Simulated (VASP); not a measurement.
Band structure of Mg2Sn (antifluorite). All values below come from PBEsol GGA with spin-orbit coupling, VASP's PBE PAW potentials (set 64) (plane waves; VASP).

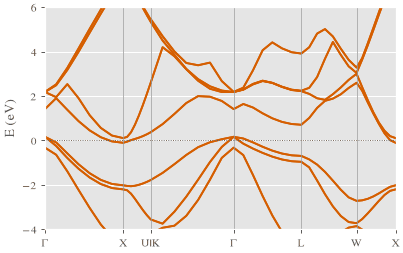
Bands along high-symmetry lines, zero at the valence-band maximum or, without a gap, the Fermi level

Q: Read the plot: is there a gap, and where are the band edges?

A: It has no gap at this level: it comes out as a metal or semimetal.

Measured: gap 0.36 eV (computed value off by -0.36 eV), as given by Byungki Ryu et al., Journal of the Korean Physical Society (2019), arXiv:1905.06140.

The compound is Mg2Sn in the antifluorite structure. It was relaxed first.
